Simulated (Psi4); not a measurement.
**C2H2O: geometry relaxation (part 4 of 4)**

Continued. System: C2H2O. Method: r2SCAN/aug-cc-pVDZ, RKS (Psi4 1.11). The geometry comes from this level: PBE0-D4/def2-TZVP.

Geometry of the input (Å):
```
C  -0.3618  0.2790  -0.2707
C  0.5353  -0.4298  0.3625
O  1.3290  -1.0570  0.9227
H  -1.2041  -0.2173  -0.7291
H  -0.2485  1.3514  -0.3268
```

### Trajectory as extended XYZ, continued
```
5
Properties=species:S:1:pos:R:3:forces:R:3 step=2 energy=-4150.80057
C    -0.3699    0.2855   -0.2765   -0.0137   0.0109  -0.0096
C     0.5346   -0.4293    0.3620   -0.0308   0.0242  -0.0217
O     1.3368   -1.0632    0.9282    0.0029  -0.0022   0.0020
H    -1.2171   -0.2155   -0.7373   -0.0062   0.0032  -0.0042
H    -0.2545    1.3647   -0.3321   -0.0049   0.0055  -0.0037
5
Properties=species:S:1:pos:R:3:forces:R:3 step=3 energy=-4150.80057
C    -0.3700    0.2855   -0.2765   -0.0148   0.0117  -0.0104
C     0.5345   -0.4292    0.3619   -0.0094   0.0074  -0.0066
O     1.3369   -1.0632    0.9283   -0.0110   0.0087  -0.0078
H    -1.2169   -0.2161   -0.7371   -0.0093   0.0061  -0.0064
H    -0.2540    1.3646   -0.3317   -0.0083   0.0078  -0.0060
```

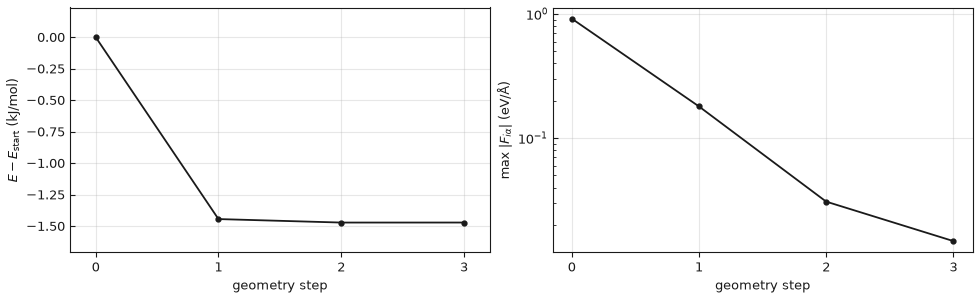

Figure 1. Progress of the relaxation, step by step (steps are counted from 0).

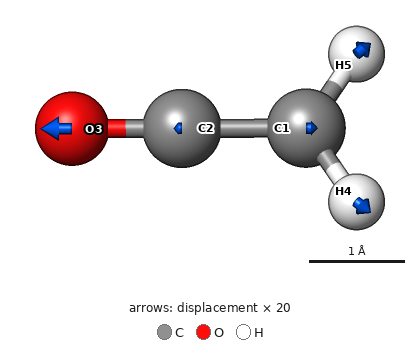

Figure 2. The starting structure with the displacements as blue arrows, magnified 20 times (ball-and-stick view, seen at a tilt). The two geometries are laid on each other by the best rigid fit. The energy falls by 1.47 kJ/mol in 3 geometry steps. The largest force component goes from 0.92 to 0.015 eV/Å. The largest move after the best rigid fit is that of O3, 0.017 Å. By element the largest moves are O 0.017 Å, H 0.010 Å, C 0.006 Å. Among the contacts that change: C2–O3 1.156 → 1.169 Å, C1–C2 1.307 → 1.318 Å, C1–H4 1.080 → 1.087 Å. (Atoms are counted from 1 in the order of the input.)

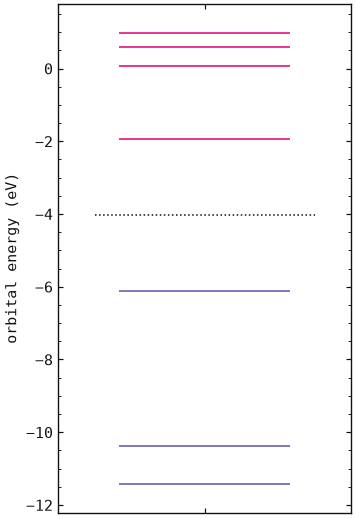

Figure 3. Orbital energies near the frontier; the dotted line parts filled from empty levels, and levels within 0.02 eV of each other stand side by side. Highest filled −6.13 eV, lowest empty −1.94 eV, 4.19 eV apart.
